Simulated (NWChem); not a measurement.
**the pair CH3BFN···BSiH5: a chain of runs**

Aim: a single-point energy (singlet CH8B2FNSi, B97-D/STO-3G), then a single-point energy (singlet CH3BFN, B97-D/STO-3G), then a single-point energy (singlet BSiH5, B97-D/STO-3G), then the energy (singlet CH3BFN, B97-D/STO-3G), then a single-point energy (singlet BSiH5, B97-D/STO-3G) of CH8B2FNSi and its partners. 

The results are computed with NWChem 7.3.0.

## 1. Starting point

CH8B2FNSi has 14 atoms, charge 0, and is taken as a singlet. The two molecules were placed rigidly side by side, at 1.3 times their contact distance; the pair isn't optimised.

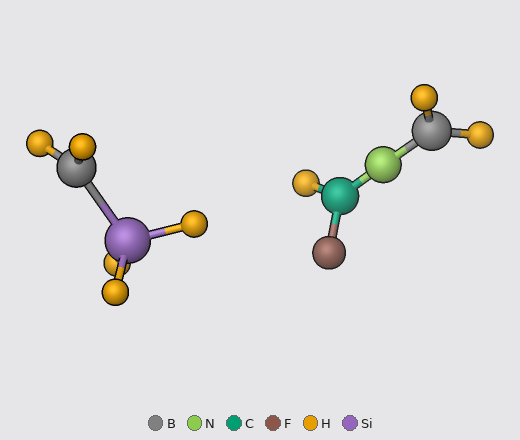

Viewed from a chosen angle; boron grey, nitrogen green, carbon teal, fluorine brown, hydrogen amber, silicon purple.

## 2. A single-point energy at B97-D/STO-3G (run 1)

The input, mymol.nw:

```
echo
start mymol
title "CH8B2FNSi"
memory 2200 mb
charge 0

geometry units au noautosym nocenter noautoz
   B   -0.92451071   2.07782946   1.09124125
   N    0.01865160   0.00253223  -0.11327018
   C    0.86562685  -1.88435930  -1.14354887
   F    1.38171105  -4.01049017   0.12710298
   H    0.52094080   3.60340536   1.92083102
   H   -3.16534795   2.31291139   1.25923790
   H    1.30290947  -2.10186678  -3.14155630
   B   -6.52938171  -9.82589555  -6.22814046
   Si  -3.47962830 -10.14516478  -3.98681190
   H   -8.57158983  -9.63658278  -5.27668226
   H   -6.42671289  -9.81330997  -8.48398213
   H   -3.35562447  -7.89202542  -2.29528025
   H   -3.79491021 -12.41408334  -2.34216435
   H   -1.02494966 -10.36955086  -5.33745585
end

basis spherical bse
   * library STO-3G
end

dft
   xc becke97-d
   grid fine
   convergence energy 1e-08
   iterations 100
   mulliken
   noprint "final vectors analysis"
end

task dft
```

On the command line:

```
$ nwchem mymol.nw > mymol.out
```

Output:

```text
[...]
          Wavefunction type:  closed shell.
          No. of atoms     :    14
          No. of electrons :    54
[...]
          Charge           :     0
          Spin multiplicity:     1
[...]
          AO basis - number of functions:    42
[...]
              XC Information
              --------------
                   Becke 97-D Method XC Functional
                  Becke 1997-D Exchange Functional  1.000
                Becke 1997-D Correlation Potential  1.000
[...]
 d= 0,ls=0.0,diis     1   -529.7671893022 -7.44D+02  5.37D-02  9.84D-01     2.3
[...]
 d= 0,ls=0.0,diis    11   -529.9491283376 -6.11D-10  3.18D-07  1.07D-10    13.2
         Total DFT energy =     -529.949128337637
      One electron energy =    -1156.430149397149
           Coulomb energy =      467.330907773141
    Exchange-Corr. energy =      -54.881032595645
 Nuclear repulsion energy =      214.039584875728
    Dispersion correction =       -0.008438993711
[...]
      Total Density - Mulliken Population Analysis
     ---------------------------------------------
    Atom       Charge   Shell Charges
 -----------   ------   -------------------------------------------------------
    1 B    5     4.81   1.99  0.91  1.91
    2 N    7     7.30   1.99  1.45  3.86
    3 C    6     5.85   1.99  1.08  2.77
    4 F    9     9.03   2.00  1.95  5.08
    5 H    1     1.05   1.05
    6 H    1     1.05   1.05
    7 H    1     0.90   0.90
    8 B    5     4.97   1.99  1.12  1.85
    9 Si  14    13.56   2.00  1.98  5.88  1.29  2.41
   10 H    1     1.05   1.05
[...]
```

Run time: 14 s. Hardware: 1 thread of AMD EPYC 7R43 (Zen 3), shared host; peak memory 0.12 GiB.

## 3. CH3BFN: the energy at B97-D/STO-3G (run 2)

The input, mol.nw:

```
start mol
title "CH3BFN energy"
memory stack 880 mb heap 220 mb global 1100 mb
charge 0

geometry units angstroms noautosym nocenter noautoz
B       -0.489230       1.099540       0.577460
N        0.009870       0.001340      -0.059940
C        0.458070      -0.997160      -0.605140
F        0.731170      -2.122260       0.067260
H        0.275670       1.906840       1.016460
H       -1.675030       1.223940       0.666360
H        0.689470      -1.112260      -1.662440
end

basis "ao basis" spherical bse
* library STO-3G
end

dft
xc becke97-d
grid fine
convergence energy 1e-08
maxiter 100
mulliken
print low
end

task dft energy
```

On the command line:

```
$ nwchem mol.nw > mol.out
```

Output:

```text
[...]
 d= 0,ls=0.0,diis     1   -216.1582242193 -3.17D+02  9.27D-02  8.54D-01     1.0
[...]
 d= 0,ls=0.0,diis    10   -216.3127809282 -4.11D-09  1.73D-06  1.72D-09     6.4
         Total DFT energy =     -216.312780928205
      One electron energy =     -497.429267596089
           Coulomb energy =      207.815593387982
    Exchange-Corr. energy =      -27.973136947055
 Nuclear repulsion energy =      101.277021162385
    Dispersion correction =       -0.002990935429
[...]
      Total Density - Mulliken Population Analysis
     ---------------------------------------------
    Atom       Charge   Shell Charges
 -----------   ------   -------------------------------------------------------
    1 B    5     4.81   1.99  0.91  1.91
    2 N    7     7.30   1.99  1.45  3.86
    3 C    6     5.85   1.99  1.08  2.77
    4 F    9     9.04   2.00  1.95  5.08
    5 H    1     1.05   1.05
    6 H    1     1.05   1.05
    7 H    1     0.90   0.90
[...]
```

Run time: 7.5 s. Hardware: 1 thread of AMD EPYC 7R43 (Zen 3), shared host; peak memory 0.11 GiB.

## 4. BSiH5: the energy at B97-D/STO-3G (run 3)

The input, mymol.nw:

```
start mymol
title "BH5Si"
memory total 2200 mb

geometry units au noautosym nocenter noautoz
   B  -6.52938171 -9.82589555 -6.22814046
   Si -3.47962830 -10.14516478 -3.98681190
   H  -8.57158983 -9.63658278 -5.27668226
   H  -6.42671289 -9.81330997 -8.48398213
   H  -3.35562447 -7.89202542 -2.29528025
   H  -3.79491021 -12.41408334 -2.34216435
   H  -1.02494966 -10.36955086 -5.33745585
end

basis spherical bse
   * library STO-3G
end

dft
   xc becke97-d
   grid fine
   convergence energy 1e-08
   iterations 100
   mulliken
   noprint "final vectors analysis"
end

task dft
```

On the command line:

```
$ nwchem mymol.nw > mymol.out
```

Output:

```text
[...]
          Wavefunction type:  closed shell.
          No. of atoms     :     7
          No. of electrons :    24
[...]
          Charge           :     0
          Spin multiplicity:     1
[...]
          AO basis - number of functions:    19
[...]
              XC Information
              --------------
                   Becke 97-D Method XC Functional
                  Becke 1997-D Exchange Functional  1.000
                Becke 1997-D Correlation Potential  1.000
[...]
 d= 0,ls=0.0,diis     1   -313.6083884941 -3.61D+02  3.79D-02  1.29D-01     1.1
[...]
 d= 0,ls=0.0,diis     7   -313.6356572082 -6.27D-09  1.95D-06  4.47D-10     5.0
         Total DFT energy =     -313.635657208236
      One electron energy =     -528.687655772178
           Coulomb energy =      194.400380078161
    Exchange-Corr. energy =      -26.908023067843
 Nuclear repulsion energy =       47.564455060865
    Dispersion correction =       -0.004813507242
[...]
      Total Density - Mulliken Population Analysis
     ---------------------------------------------
    Atom       Charge   Shell Charges
 -----------   ------   -------------------------------------------------------
    1 B    5     4.97   1.99  1.12  1.85
    2 Si  14    13.56   2.00  1.98  5.88  1.29  2.41
    3 H    1     1.05   1.05
    4 H    1     1.05   1.05
    5 H    1     1.12   1.12
    6 H    1     1.12   1.12
    7 H    1     1.13   1.13
[...]
```

Run time: 6 s. Hardware: 1 thread of AMD EPYC 7R43 (Zen 3), shared host; peak memory 0.11 GiB.

## 5. CH3BFN among ghost functions: a single-point energy at B97-D/STO-3G (with ghost functions) (run 4)

The input, m1.nw:

```
START m1
TITLE "CH3BFN"
memory 2200 mb
charge 0
GEOMETRY units angstrom noautosym nocenter noautoz
  B     -0.489230     1.099540     0.577460
  N      0.009870     0.001340    -0.059940
  C      0.458070    -0.997160    -0.605140
  F      0.731170    -2.122260     0.067260
  H      0.275670     1.906840     1.016460
  H     -1.675030     1.223940     0.666360
  H      0.689470    -1.112260    -1.662440
  bqB     -3.455200    -5.199640    -3.295790
  bqSi    -1.841340    -5.368590    -2.109730
  bqH     -4.535890    -5.099460    -2.792300
  bqH     -3.400870    -5.192980    -4.489530
  bqH     -1.775720    -4.176280    -1.214610
  bqH     -2.008180    -6.569250    -1.239420
  bqH     -0.542380    -5.487330    -2.824460
END
BASIS "ao basis" spherical bse
  B library STO-3G
  N library STO-3G
  C library STO-3G
  F library STO-3G
  H library STO-3G
  bqB library B STO-3G
  bqSi library Si STO-3G
  bqH library H STO-3G
END
DFT
  xc becke97-d
  grid fine
  convergence energy 1e-08
  iterations 100
  mulliken
  print low
END
TASK dft
```

On the command line:

```
$ nwchem m1.nw > m1.out
```

Output:

```text
[...]
 d= 0,ls=0.0,diis     1   -216.1582333543 -3.17D+02  5.08D-02  8.54D-01     1.7
[...]
 d= 0,ls=0.0,diis    10   -216.3127898719 -4.10D-09  9.51D-07  1.73D-09    10.4
         Total DFT energy =     -216.312789871881
      One electron energy =     -497.429120806417
           Coulomb energy =      207.815417487531
    Exchange-Corr. energy =      -27.973116779950
 Nuclear repulsion energy =      101.277021162385
    Dispersion correction =       -0.002990935429
[...]
      Total Density - Mulliken Population Analysis
     ---------------------------------------------
    Atom       Charge   Shell Charges
 -----------   ------   -------------------------------------------------------
    1 B    5     4.81   1.99  0.91  1.91
    2 N    7     7.30   1.99  1.45  3.86
    3 C    6     5.85   1.99  1.08  2.77
    4 F    9     9.04   2.00  1.95  5.08
    5 H    1     1.05   1.05
    6 H    1     1.05   1.05
    7 H    1     0.90   0.90
    8 X    0     0.00   0.00  0.00  0.00
    9 X    0    -0.00  -0.00 -0.00 -0.00 -0.00 -0.00
   10 X    0    -0.00  -0.00
[...]
```

It took 11 s on 1 thread of AMD EPYC 7R43 (Zen 3), shared host; peak memory 0.12 GiB.

## 6. BSiH5 among ghost functions: a single-point energy at B97-D/STO-3G (with ghost functions) (run 5)

The input, bh5si.nw:

```
start bh5si
title "BH5Si energy"
memory stack 880 mb heap 220 mb global 1100 mb

geometry units atomic noautosym nocenter noautoz
  B  -6.52938171 -9.82589555 -6.22814046
  Si -3.47962830 -10.14516478 -3.98681190
  H  -8.57158983 -9.63658278 -5.27668226
  H  -6.42671289 -9.81330997 -8.48398213
  H  -3.35562447 -7.89202542 -2.29528025
  H  -3.79491021 -12.41408334 -2.34216435
  H  -1.02494966 -10.36955086 -5.33745585
  bqB     -0.924511     2.077829     1.091241
  bqN      0.018652     0.002532    -0.113270
  bqC      0.865627    -1.884359    -1.143549
  bqF      1.381711    -4.010490     0.127103
  bqH      0.520941     3.603405     1.920831
  bqH     -3.165348     2.312911     1.259238
  bqH      1.302909    -2.101867    -3.141556
end

basis spherical bse
  B library STO-3G
  Si library STO-3G
  H library STO-3G
  bqB library B STO-3G
  bqN library N STO-3G
  bqC library C STO-3G
  bqF library F STO-3G
  bqH library H STO-3G
end

dft
  xc becke97-d
  grid fine
  convergence energy 1e-08
  iterations 100
  mulliken
  print low
end

task dft
```

On the command line:

```
$ nwchem bh5si.nw > bh5si.out
```

Output:

```text
[...]
 d= 0,ls=0.0,diis     1   -313.6084110826 -3.61D+02  1.72D-02  1.29D-01     1.8
[...]
 d= 0,ls=0.0,diis     7   -313.6356786856 -6.27D-09  8.83D-07  4.47D-10     7.8
         Total DFT energy =     -313.635678685645
      One electron energy =     -528.687492584916
           Coulomb energy =      194.400205353416
    Exchange-Corr. energy =      -26.908033007768
 Nuclear repulsion energy =       47.564455060865
    Dispersion correction =       -0.004813507242
[...]
      Total Density - Mulliken Population Analysis
     ---------------------------------------------
    Atom       Charge   Shell Charges
 -----------   ------   -------------------------------------------------------
    1 B    5     4.97   1.99  1.12  1.85
    2 Si  14    13.56   2.00  1.98  5.88  1.29  2.41
    3 H    1     1.05   1.05
    4 H    1     1.05   1.05
    5 H    1     1.12   1.12
    6 H    1     1.12   1.12
    7 H    1     1.13   1.13
    8 X    0     0.00   0.00  0.00  0.00
    9 X    0    -0.00  -0.00 -0.00 -0.00
   10 X    0     0.00   0.00  0.00  0.00
[...]
```

It took 9 s on 1 thread of AMD EPYC 7R43 (Zen 3), shared host; peak memory 0.12 GiB.

## 7. Results

| quantity | value |
| --- | --- |
| run 1, B97-D/STO-3G: total energy | -529.94913 Eh |
| run 1, B97-D/STO-3G: dipole moment | 1.89 D |
| run 1, B97-D/STO-3G: dispersion energy | -22.16 kJ/mol |
| CH3BFN: total energy | -216.31278 Eh |
| CH3BFN: dispersion energy | -7.85 kJ/mol |
| BSiH5: total energy | -313.63566 Eh |
| BSiH5: dipole moment | 0.03 D |
| BSiH5: dispersion energy | -12.64 kJ/mol |
| CH3BFN among ghost functions: total energy | -216.31279 Eh |
| CH3BFN among ghost functions: dispersion energy | -7.85 kJ/mol |
| BSiH5 among ghost functions: total energy | -313.63568 Eh |
| BSiH5 among ghost functions: dispersion energy | -12.64 kJ/mol |
| interaction energy of the rigid parts CH3BFN and BSiH5 (parts in their own basis; closest atoms 3.49 Å apart) | -0.019 eV |
| interaction energy of the rigid parts CH3BFN and BSiH5 (parts in the whole basis, counterpoise; closest atoms 3.49 Å apart) | -0.018 eV |

In words: The interaction energy of the rigid parts CH3BFN and BSiH5 (parts in their own basis; closest atoms 3.49 Å apart) is −0.02 eV (−1.8 kJ/mol). Without counterpoise this holds the superposition error of the basis. The interaction energy of the rigid parts CH3BFN and BSiH5 (parts in the whole basis, counterpoise; closest atoms 3.49 Å apart) is −0.02 eV (−1.7 kJ/mol). The basis-set superposition error is 0.1 kJ/mol. Mulliken charges (CH3BFN) run from -0.30 on N2 to +0.19 on B1. Mulliken charges (BSiH5) run from -0.13 on H7 to +0.44 on Si2; they depend strongly on the basis.
